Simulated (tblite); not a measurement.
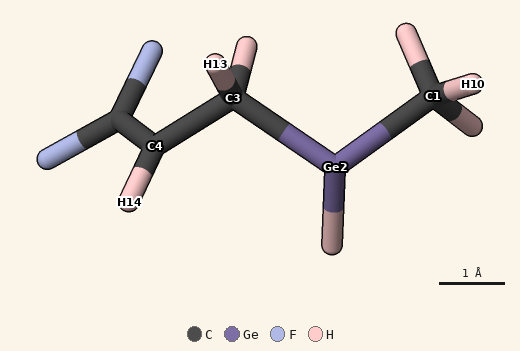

**Figure 1.** The starting structure (stick view, seen at a tilt; atoms are numbered from 1 in the order of the input). Sticks mark near contacts.

Run report: C4H7F2Ge, geometry relaxation (part 1 of 3)

- system: C4H7F2Ge, multiplicity 2, SMILES [CH3][GeH][CH2]C=C(F)F
- method: GFN2-xTB geometry optimisation, gas phase (tblite 0.8.0)

It belongs to a series of runs on one base structure; here: H removed from Ge.

Output:
```
step      E/eV     max force
  0    -637.40421    2.620
  1    -637.65184    1.315
  2    -637.76857    0.725
  3    -637.80401    0.644
  4    -637.84141    0.613
  5    -637.86930    0.263
  6    -637.87918    0.252
  7    -637.89031    0.318
  8    -637.90188    0.397
  9    -637.91273    0.279
 10    -637.91907    0.187
 11    -637.92272    0.153
 12    -637.92639    0.233
 13    -637.93065    0.232
 14    -637.93393    0.133
 15    -637.93588    0.126
 16    -637.93753    0.132
 17    -637.93977    0.181
 18    -637.94262    0.191
 19    -637.94536    0.127
 20    -637.94753    0.118
 21    -637.94973    0.122
 22    -637.95296    0.166
 23    -637.95727    0.181
 24    -637.96118    0.156
 25    -637.96396    0.121
 26    -637.96623    0.117
 27    -637.96845    0.122
 28    -637.97100    0.112
 29    -637.97355    0.123
 30    -637.97600    0.144
 31    -637.97861    0.151
 32    -637.98158    0.148
 33    -637.98487    0.137
 34    -637.98819    0.181
 35    -637.99115    0.158
 36    -637.99345    0.136
 37    -637.99526    0.113
 38    -637.99677    0.128
 39    -637.99829    0.163
 40    -638.00015    0.150
 41    -638.00219    0.171
 42    -638.00384    0.127
 43    -638.00493    0.080
 44    -638.00580    0.111
 45    -638.00692    0.111
 46    -638.00852    0.159
 47    -638.01060    0.127
 48    -638.01255    0.112
 49    -638.01357    0.113
 50    -638.01494    0.101
 51    -638.01625    0.095
 52    -638.01749    0.095
 53    -638.01865    0.109
 54    -638.01998    0.123
 55    -638.02153    0.103
 56    -638.02315    0.115
 57    -638.02473    0.131
 58    -638.02634    0.102
 59    -638.02809    0.105
 60    -638.02968    0.091
 61    -638.03124    0.133
 62    -638.03262    0.128
 63    -638.03425    0.100
 64    -638.03574    0.103
 65    -638.03721    0.097
 66    -638.03861    0.102
 67    -638.04014    0.101
 68    -638.04140    0.097
 69    -638.04240    0.099
 70    -638.04304    0.065
 71    -638.04356    0.048
 72    -638.04386    0.039
 73    -638.04416    0.035
 74    -638.04438    0.028
 75    -638.04452    0.026
 76    -638.04472    0.029
 77    -638.04492    0.031
 78    -638.04512    0.034
 79    -638.04532    0.037
 80    -638.04555    0.042
 81    -638.04580    0.037
 82    -638.04602    0.032
 83    -638.04622    0.037
 84    -638.04644    0.038
 85    -638.04667    0.032
 86    -638.04691    0.039
 87    -638.04712    0.042
 88    -638.04734    0.036
 89    -638.04770    0.052
 90    -638.04825    0.072
 91    -638.04911    0.087
 92    -638.05012    0.079
 93    -638.05114    0.066
 94    -638.05157    0.081
 95    -638.05221    0.082
 96    -638.05272    0.060
 97    -638.05305    0.041
 98    -638.05327    0.044
 99    -638.05351    0.042
100    -638.05386    0.060
101    -638.05442    0.065
102    -638.05506    0.078
103    -638.05560    0.084
104    -638.05593    0.055
105    -638.05621    0.038
106    -638.05648    0.039
107    -638.05685    0.044
108    -638.05731    0.039
109    -638.05770    0.038
110    -638.05797    0.044
111    -638.05829    0.065
112    -638.05833    0.102
113    -638.05901    0.069
114    -638.05940    0.083
115    -638.06026    0.078
116    -638.06077    0.051
117    -638.06121    0.062
118    -638.06145    0.086
119    -638.06181    0.068
120    -638.06203    0.045
121    -638.06231    0.038
122    -638.06246    0.039
123    -638.06275    0.042
124    -638.06303    0.050
125    -638.06354    0.073
126    -638.06446    0.122
127    -638.06630    0.171
128    -638.06942    0.196
129    -638.07402    0.216
130    -638.07699    0.354
131    -638.07597    0.355
132    -638.08697    0.363
133    -638.09255    0.138
134    -638.09721    0.184
135    -638.09852    0.260
136    -638.10327    0.171
137    -638.10383    0.166
138    -638.10518    0.112
139    -638.10613    0.125
140    -638.10749    0.088
141    -638.10866    0.063
142    -638.10925    0.096
143    -638.10989    0.086
144    -638.11040    0.059
145    -638.11084    0.060
146    -638.11156    0.068
147    -638.11197    0.078
148    -638.11256    0.072
149    -638.11342    0.076
150    -638.11415    0.065
151    -638.11477    0.058
152    -638.11498    0.136
153    -638.11575    0.070
154    -638.11629    0.063
155    -638.11680    0.058
156    -638.11721    0.069
157    -638.11748    0.042
158    -638.11798    0.041
159    -638.11830    0.053
160    -638.11857    0.046
161    -638.11892    0.045
162    -638.11913    0.063
163    -638.11935    0.089
164    -638.11965    0.063
165    -638.12010    0.056
166    -638.12048    0.052
167    -638.12104    0.125
168    -638.12155    0.092
169    -638.12229    0.072
170    -638.12253    0.049
171    -638.12282    0.043
172    -638.12304    0.054
173    -638.12325    0.030
174    -638.12339    0.028
175    -638.12349    0.026
176    -638.12362    0.030
177    -638.12374    0.030
178    -638.12387    0.027
179    -638.12395    0.046
180    -638.12391    0.041
181    -638.12410    0.029
182    -638.12415    0.018
183    -638.12422    0.025
184    -638.12429    0.016
185    -638.12435    0.017
186    -638.12440    0.011
187    -638.12439    0.029
188    -638.12443    0.010
189    -638.12445    0.007
```

Trajectory as extended XYZ (Å, eV, eV/Å), 34 of the 190 frames kept, from step=0 to step=189:
```
14
Properties=species:S:1:pos:R:3:forces:R:3 step=0 energy=-637.40421
C     2.0103   -1.3881    0.8488    0.6080  -0.0100   1.0250
Ge    0.1675   -1.4921    0.1945   -0.1380  -2.3140  -0.3980
C    -0.6570    0.1965    0.5363   -1.6400   1.9760   0.5200
C    -1.6021    0.6500   -0.5443    0.4460  -0.0430   0.3880
C    -1.3105    1.7995   -1.1333   -0.4400   0.0330  -0.5170
F    -2.0948    2.3098   -2.1366    1.2410   0.0300   0.9520
F    -0.2064    2.5288   -0.7863   -1.3220  -0.1530  -0.9220
H     2.7643   -1.6441    0.0886   -0.3350   0.0040   0.5570
H     2.1645   -0.3513    1.2056    0.1770  -0.6260  -0.1130
H     2.0531   -2.0823    1.7401    0.4670   0.7740  -0.9580
H     0.2804   -1.7525   -1.3316   -0.0510   0.2940  -0.2220
H     0.1404    0.9470    0.6143   -0.1590  -0.2250   0.1730
H    -1.2271    0.2213    1.5063    0.5480  -0.2130  -0.6760
H    -2.4832    0.0568   -0.8246    0.6000   0.4730   0.1910
14
Properties=species:S:1:pos:R:3:forces:R:3 step=6 energy=-637.87918
C     2.0100   -1.3935    0.8756    0.1630  -0.1130   0.1560
Ge    0.1238   -1.6340    0.1981    0.0840   0.1650  -0.1040
C    -0.6981    0.2275    0.5642   -0.1200   0.0100  -0.0040
C    -1.5956    0.6674   -0.5171    0.0130   0.0780  -0.0480
C    -1.3319    1.7883   -1.1621    0.0370   0.1870  -0.0800
F    -2.0329    2.3546   -2.1404   -0.1060  -0.1730  -0.0750
F    -0.2890    2.5745   -0.8821    0.0560   0.0930  -0.0440
H     2.7548   -1.6554    0.1281   -0.1060  -0.0140  -0.0140
H     2.1857   -0.3710    1.2105   -0.1180  -0.1200  -0.0810
H     2.1416   -2.0555    1.7283    0.1610   0.0400   0.0540
H     0.2784   -1.7141   -1.3838   -0.0410   0.0890   0.0480
H     0.1338    0.9310    0.6444   -0.0260  -0.2020   0.1200
H    -1.2258    0.1973    1.5178    0.0040  -0.0910  -0.0140
H    -2.4552    0.0824   -0.8036   -0.0010   0.0490   0.0850
14
Properties=species:S:1:pos:R:3:forces:R:3 step=11 energy=-637.92272
C     2.0251   -1.4251    0.9018   -0.0060   0.0030  -0.0400
Ge    0.1321   -1.6303    0.1864   -0.0240  -0.0340   0.0780
C    -0.7223    0.2212    0.5676    0.1280  -0.0390   0.0720
C    -1.5899    0.7022   -0.5164    0.0340   0.0060   0.0730
C    -1.3303    1.8159   -1.1814   -0.0060  -0.0600   0.0180
F    -2.0505    2.3256   -2.1788   -0.0300  -0.0830  -0.0160
F    -0.2967    2.6238   -0.9310    0.0000  -0.0110  -0.0360
H     2.7376   -1.6715    0.1230    0.0280  -0.0430  -0.0370
H     2.1636   -0.3896    1.1969    0.0060   0.0220  -0.0010
H     2.2219   -2.0551    1.7649   -0.0550  -0.0130  -0.0320
H     0.2706   -1.6683   -1.3930    0.0610   0.0890   0.0160
H     0.1332    0.8789    0.6925    0.0590   0.1050   0.0440
H    -1.2418    0.1589    1.5236   -0.1200  -0.0500  -0.0810
H    -2.4533    0.1129   -0.7782   -0.0730   0.1080  -0.0590
14
Properties=species:S:1:pos:R:3:forces:R:3 step=17 energy=-637.93977
C     2.0313   -1.4372    0.8983   -0.0660   0.0080  -0.0660
Ge    0.1334   -1.6351    0.1947    0.0470   0.0300  -0.0320
C    -0.7125    0.2160    0.5850   -0.1260   0.1200  -0.0510
C    -1.5746    0.7114   -0.5021    0.0000  -0.0150  -0.0170
C    -1.3222    1.8136   -1.1888    0.0240  -0.0510   0.0110
F    -2.0679    2.2772   -2.1933    0.0430  -0.0100   0.0500
F    -0.2972    2.6414   -0.9717   -0.0210  -0.0520  -0.0670
H     2.7358   -1.6914    0.1151    0.0330  -0.0190  -0.0340
H     2.1621   -0.3991    1.1848    0.0520   0.0410  -0.0070
H     2.2332   -2.0586    1.7628   -0.0350  -0.0620   0.0450
H     0.2918   -1.6137   -1.3819    0.0340   0.0310   0.0080
H     0.1348    0.8863    0.7387   -0.1020  -0.0340   0.0560
H    -1.2818    0.1268    1.5089    0.0210   0.0070   0.0380
H    -2.4669    0.1621   -0.7727    0.0950   0.0040   0.0660
14
Properties=species:S:1:pos:R:3:forces:R:3 step=23 energy=-637.95727
C     2.0389   -1.4487    0.8769    0.0690  -0.0030   0.0730
Ge    0.1440   -1.6012    0.1837   -0.0090   0.0230  -0.0790
C    -0.7469    0.2327    0.6261    0.0890  -0.0880   0.1090
C    -1.5629    0.7246   -0.4799   -0.0560   0.0460   0.0210
C    -1.2987    1.7914   -1.2134   -0.0390   0.0520  -0.0290
F    -2.0764    2.2173   -2.2082   -0.0180   0.0170  -0.1090
F    -0.2758    2.6304   -1.0680    0.1130  -0.0540   0.0500
H     2.7424   -1.7305    0.0960   -0.0630  -0.0070   0.0930
H     2.2045   -0.4092    1.1558    0.0460  -0.1010   0.0000
H     2.2035   -2.0803    1.7499    0.0270   0.1100  -0.0990
H     0.3524   -1.5118   -1.3781   -0.0330   0.0380  -0.0560
H     0.0789    0.9023    0.8442    0.0690   0.0750   0.0270
H    -1.3420    0.0901    1.5245   -0.0560   0.0020   0.0270
H    -2.4624    0.1924   -0.7317   -0.1390  -0.1120  -0.0270
14
Properties=species:S:1:pos:R:3:forces:R:3 step=29 energy=-637.97355
C     2.0431   -1.4493    0.8638    0.0770   0.0000   0.0250
Ge    0.1565   -1.5556    0.1457   -0.0520   0.0390   0.0580
C    -0.7679    0.2539    0.6656   -0.0220  -0.0260  -0.0230
C    -1.5849    0.7345   -0.4535    0.0150  -0.0110  -0.0010
C    -1.2995    1.7711   -1.2261    0.0390  -0.0780   0.0000
F    -2.0608    2.1841   -2.2420    0.0790  -0.0140   0.0230
F    -0.2319    2.5628   -1.1122   -0.0500  -0.0230   0.0280
H     2.7413   -1.7702    0.0990    0.0250  -0.0240  -0.0540
H     2.2671   -0.4250    1.1435   -0.0180   0.0590  -0.0230
H     2.1849   -2.0773    1.7364   -0.0190  -0.0330   0.0750
H     0.3788   -1.4197   -1.4105   -0.0280   0.0820  -0.0490
H     0.0431    0.9353    0.9247   -0.0920  -0.0290  -0.0760
H    -1.3894    0.0724    1.5424    0.0670  -0.0130  -0.0350
H    -2.4811    0.1825   -0.6988   -0.0210   0.0710   0.0520
14
Properties=species:S:1:pos:R:3:forces:R:3 step=34 energy=-637.98819
C     2.0684   -1.4549    0.8565   -0.0710   0.0020  -0.0320
Ge    0.1694   -1.4933    0.1126    0.1540  -0.0850  -0.0410
C    -0.7983    0.2615    0.6958   -0.0430   0.0030   0.0030
C    -1.6077    0.7347   -0.4256   -0.0690   0.0040   0.0190
C    -1.2780    1.7196   -1.2434    0.0180  -0.0090  -0.0120
F    -2.0144    2.1135   -2.2819    0.0210   0.0440  -0.0280
F    -0.1871    2.4777   -1.1465    0.0470   0.0110  -0.0100
H     2.7448   -1.8304    0.0936    0.0020   0.0270   0.0410
H     2.3340   -0.4324    1.1129   -0.0120  -0.0210  -0.0520
H     2.1678   -2.0741    1.7448   -0.0260   0.0400  -0.0230
H     0.3910   -1.2488   -1.4496   -0.0140   0.0490   0.1130
H    -0.0311    0.9705    0.9929    0.0880   0.0020  -0.0750
H    -1.4259    0.0332    1.5495   -0.0450  -0.0530   0.1220
H    -2.5337    0.2227   -0.6336   -0.0490  -0.0140  -0.0250
14
Properties=species:S:1:pos:R:3:forces:R:3 step=40 energy=-638.00015
C     2.0736   -1.4511    0.8437    0.0500   0.0060   0.0220
Ge    0.1921   -1.4773    0.0890   -0.1340   0.0490   0.0360
C    -0.8292    0.2619    0.7122    0.0620  -0.1330  -0.0290
C    -1.6412    0.7304   -0.4079   -0.0190   0.0310   0.0170
C    -1.2655    1.6846   -1.2460   -0.0040   0.0090  -0.0010
F    -1.9655    2.0908   -2.3044   -0.0210   0.0070   0.0020
F    -0.1499    2.4079   -1.1460    0.0420  -0.0390   0.0050
H     2.7572   -1.8572    0.1029   -0.0060   0.0070   0.0320
H     2.3628   -0.4299    1.0787   -0.0290  -0.0080  -0.0360
H     2.1436   -2.0520    1.7485   -0.0030   0.0590  -0.0400
H     0.3899   -1.1340   -1.4420    0.0630   0.0220  -0.0230
H    -0.0521    0.9748    0.9794    0.0020  -0.0610   0.0260
H    -1.4332    0.0057    1.5779    0.0090   0.0570   0.0040
H    -2.5834    0.2449   -0.6081   -0.0090  -0.0070  -0.0140
14
Properties=species:S:1:pos:R:3:forces:R:3 step=46 energy=-638.00852
C     2.0700   -1.4425    0.8286   -0.0020   0.0110   0.0090
Ge    0.1874   -1.4543    0.0645    0.0330  -0.0470  -0.0800
C    -0.8498    0.2381    0.7230   -0.0670   0.1240   0.0730
C    -1.6690    0.7343   -0.3858    0.0830  -0.0380  -0.0600
C    -1.2533    1.6530   -1.2467   -0.0030  -0.0460   0.0420
F    -1.9351    2.0702   -2.3130    0.0000   0.0120   0.0560
F    -0.1015    2.3207   -1.1602   -0.0160  -0.0360  -0.0070
H     2.7607   -1.8836    0.1163   -0.0420  -0.0130  -0.0400
H     2.3762   -0.4205    1.0283   -0.0320   0.0550  -0.0100
H     2.1232   -2.0126    1.7504   -0.0070   0.0150   0.0710
H     0.4271   -1.0183   -1.4390    0.0120  -0.0180   0.0000
H    -0.0656    0.9424    0.9963    0.0060  -0.0260  -0.0300
H    -1.4474    0.0030    1.6011    0.0080  -0.0430  -0.0690
H    -2.6236    0.2695   -0.5858    0.0270   0.0490   0.0470
14
Properties=species:S:1:pos:R:3:forces:R:3 step=52 energy=-638.01749
C     2.0556   -1.4253    0.8233   -0.0690   0.0050  -0.0280
Ge    0.1867   -1.4532    0.0175    0.0660   0.0160   0.0670
C    -0.8679    0.2177    0.7358    0.0260  -0.0360  -0.0450
C    -1.6746    0.7220   -0.3724   -0.0300   0.0630   0.0420
C    -1.2315    1.6146   -1.2448   -0.0010   0.0160   0.0170
F    -1.9135    2.0672   -2.2952    0.0170   0.0110   0.0090
F    -0.0464    2.2213   -1.1749    0.0230  -0.0020  -0.0420
H     2.7357   -1.9066    0.1258    0.0090   0.0070   0.0360
H     2.3588   -0.3907    0.9620   -0.0120  -0.0120  -0.0180
H     2.1064   -1.9439    1.7766   -0.0170   0.0330  -0.0080
H     0.4791   -0.9180   -1.4422   -0.0110  -0.0360  -0.0310
H    -0.0608    0.8981    0.9988   -0.0310   0.0090   0.0280
H    -1.4693   -0.0191    1.6085    0.0470  -0.0630  -0.0390
H    -2.6590    0.3153   -0.5409   -0.0160  -0.0130   0.0120
```
